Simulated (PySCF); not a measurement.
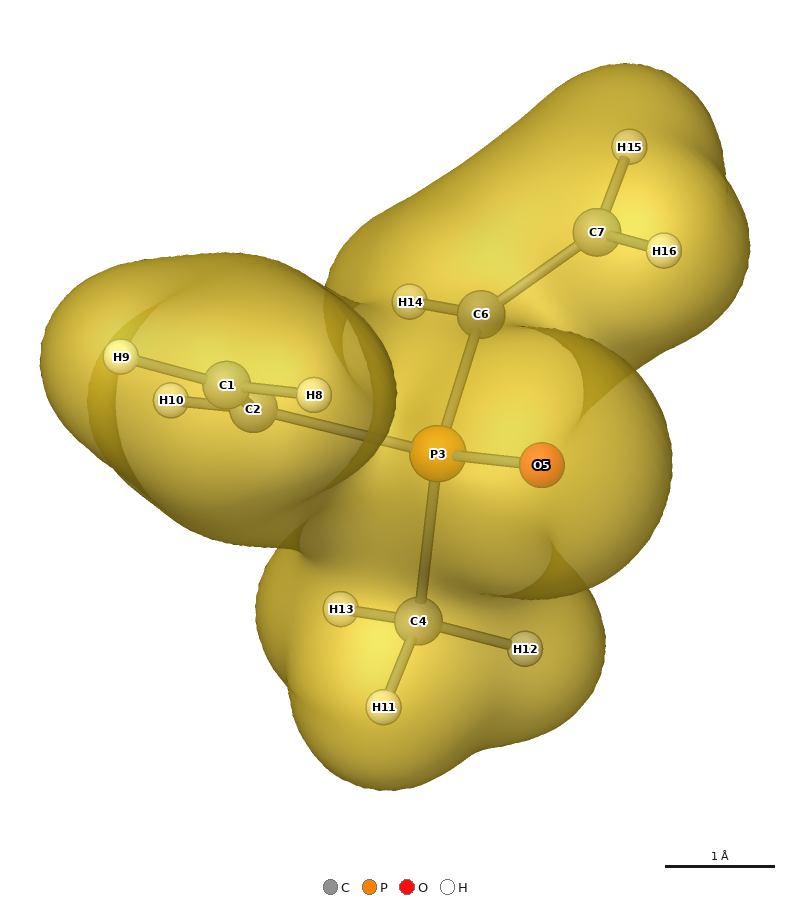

*C$_{5}$H$_{9}$OP (SMILES C=CP(C)(=O)C=C). Isosurface of the electron density at 0.1 e/Å³ (yellow), seen at an oblique angle.*

Geometry: GFN2-xTB.

Theory: PBE0/def2-SVPD, SCF density, gas phase (PySCF 2.14.0).

```xyz
16

C    -1.6421    1.9385    0.5091
C    -1.2483    0.9273   -0.2437
P     0.0026   -0.2149    0.4141
C    -0.7423   -1.8810    0.2056
O     0.4352    0.0768    1.7840
C     1.3277   -0.1509   -0.8275
C     2.5447    0.1847   -0.4395
H    -1.2281    2.0541    1.4988
H    -2.3696    2.6671    0.1879
H    -1.6224    0.7567   -1.2429
H    -1.6002   -1.9473    0.8726
H    -0.0005   -2.6175    0.5096
H    -1.0522   -2.0656   -0.8184
H     1.0777   -0.3727   -1.8550
H     3.3821    0.2573   -1.1151
H     2.7283    0.3962    0.6025
```

How is the density connected at this value?

At this value the surface is in one piece. It bridges the sampled C–C (1.32 Å), P–O (1.47 Å), C–P (1.82 Å) and C–H (1.08 Å) contacts, where the density stays above the isovalue. On the grid the lowest density along these lines, outside the cores, is 2.3 e/Å³ (C–C, 1.32 Å), 1.7 e/Å³ (P–O, 1.47 Å), 1.1 e/Å³ (C–P, 1.82 Å) and 1.9 e/Å³ (C–H, 1.08 Å).
